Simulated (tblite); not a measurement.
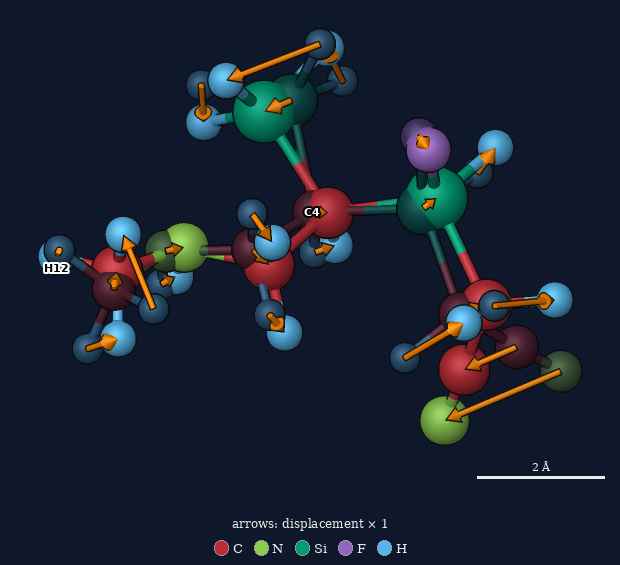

A relaxation of C5H13FN2Si2. The starting structure is drawn faded, the final one solid; orange arrows show the displacements, at their true length. The two geometries are superimposed by the best rigid fit.

A ball-and-stick model, seen at a tilt.

Level of theory: GFN2-xTB geometry optimisation, gas phase in tblite 0.8.0. 

Question: What did the optimiser do to the structure, and how much energy did it gain?

Answer: The largest move after the best rigid fit is that of an N atom, 2.00 Å. Largest moves by element: N 2.00 Å, H 1.63 Å, C 0.91 Å, Si 0.49 Å, F 0.32 Å. Some distances before and after: N–Si 3.243 → 2.595 Å, C–Si 1.857 → 1.923 Å, F–Si 1.682 → 1.621 Å, C–H 1.127 → 1.094 Å. Bond angles that change, for instance: Si–C–Si 104.5° → 116.3°, C–Si–H 104.9° → 116.4°, C–C–Si 114.1° → 103.1°. Groups turn about C–Si by about 70°, C–N by about 60°, C–Si by about 40°. After 213 geometry steps the energy has fallen by 0.868 eV.
